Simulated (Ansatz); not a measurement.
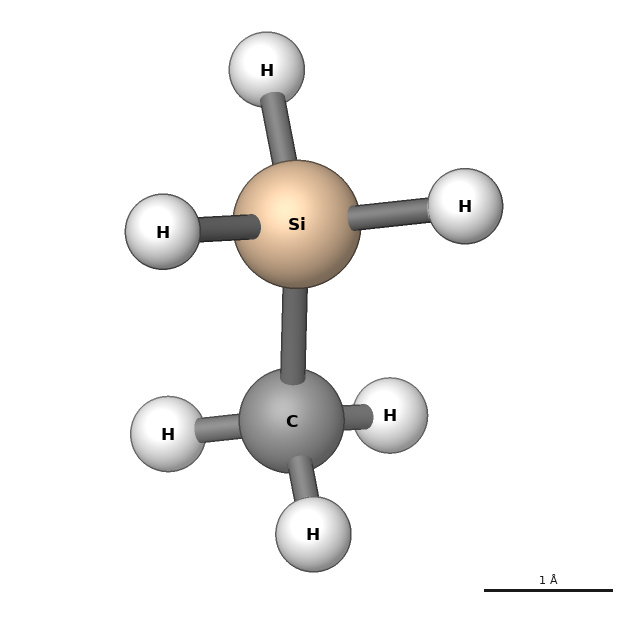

The picture shows a molecular structure as a ball-and-stick model. Every bond is drawn as one stick, whatever its order.

Identify the structure.

The molecule is CH₆Si. This geometry has C3v symmetry. Coordination: 1 Si tetrahedral; 1 C tetrahedral.

More results for the same structure follow; atom numbers are the same in all pictures, views and colours differ. The geometry was computed by an optimisation with PBE0-D4/def2-TZVP.

**Shape**

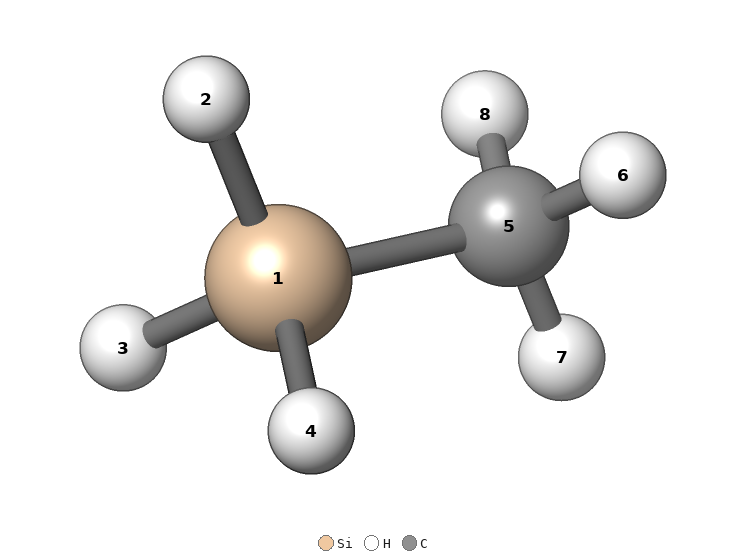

Numbered structure.

What are the angles H2–Si1–H3, H2–Si1–C5, Si1–C5–H6, H6–C5–H7?

| angle | degrees |
| --- | --- |
| H2–Si1–H3 | 108.2 |
| H2–Si1–C5 | 110.7 |
| Si1–C5–H6 | 110.8 |
| H6–C5–H7 | 108.1 |

**Electronic properties**

Method: RKS PBE0-D4/def2-TZVP (Ansatz 0.2.0).

Computed properties:

- dipole moment: 0.83 D
- harmonic zero-point energy: 159.8 kJ/mol
- dispersion correction: −8.1 kJ/mol

**Thermal motion**

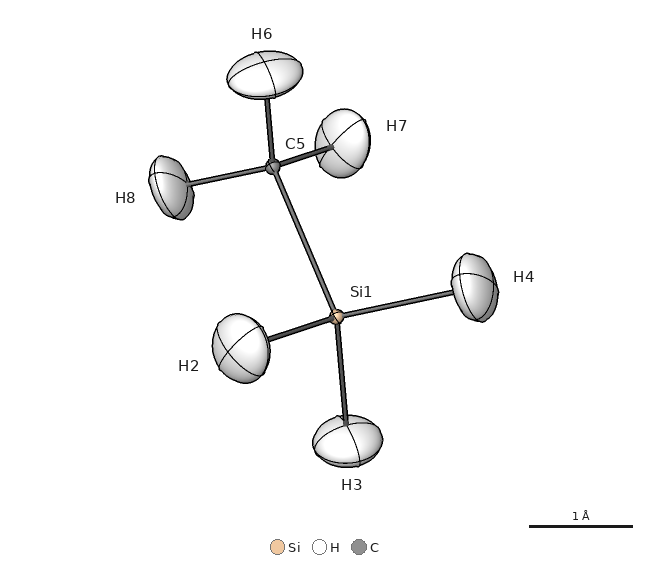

Displacement ellipsoids at the 50 % level, enlarged 1.5 times, from the internal vibrations of the free molecule (harmonic, no overall translation or rotation; no half-axis is drawn under 0.075 Å). Vibrations computed with RKS PBE0-D4/def2-TZVP (Ansatz 0.2.0). Temperature: 0 K (zero-point motion alone).

List U_eq and the three principal root-mean-square amplitudes for each kind of atom.

| atom | U_eq (Å²) | rms amplitudes (Å) |
| --- | --- | --- |
| Si1 | 0.00018 | 0.011, 0.011, 0.017 |
| H2, H3, H4 | 0.0169 | 0.086, 0.146, 0.148 |
| C5 | 0.00067 | 0.020, 0.020, 0.035 |
| H6, H7, H8 | 0.0165 | 0.073, 0.134, 0.162 |

**Charges**

The questions are on Mulliken charges. Method: RKS PBE0-D4/def2-TZVP (Ansatz 0.2.0).

Give the Mulliken charges atom by atom.

```csv
atom,value (e)
Si1,0.16
H2,−0.03
H3,−0.03
H4,−0.03
C5,−0.50
H6,0.14
H7,0.14
H8,0.14
```

Mulliken values depend strongly on the basis set and can even reverse the polarity of a bond.
